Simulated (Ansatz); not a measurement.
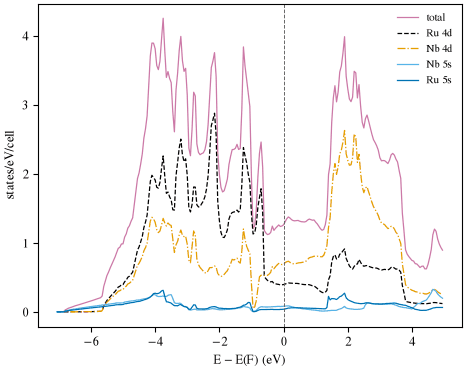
Total and projected density of states of NbRu (rock salt, space group No. 225), r²SCAN in the plane-wave PAW code Ansatz

Task: Which orbitals carry the states next to the Fermi level?

Result: Within 0.5 eV of the Fermi level: Nb 4d 53 %, Ru 4d 33 %, Nb 5s 6 %. Projections are on Löwdin-orthogonalised atomic valence shells; empty p or d shells of many metals are not among them.

Task: Where is the tallest occupied peak in this window, and what makes it?

Result: Near -3.8 eV, about 4.3 states/eV per cell; the largest projected share is Ru 4d.

Space group Fm-3m (rock salt). The start of the workflow was typed in or built on a structure type; neither database checked (COD, Materials Project) lists it. COD files the formula under space group No. 123, 221. Whether it is the stable phase at ambient conditions was not checked. Symmetry was held in the r²SCAN relaxation. At this level the phase is mechanically unstable. No spin polarisation was allowed. Its formation energy is positive at this level, so the cell may be metastable or incomplete. Scalar-relativistic: spin–orbit coupling is off unless named, which matters more the heavier the elements.

Potentials: the later of the program's two PAW sets.
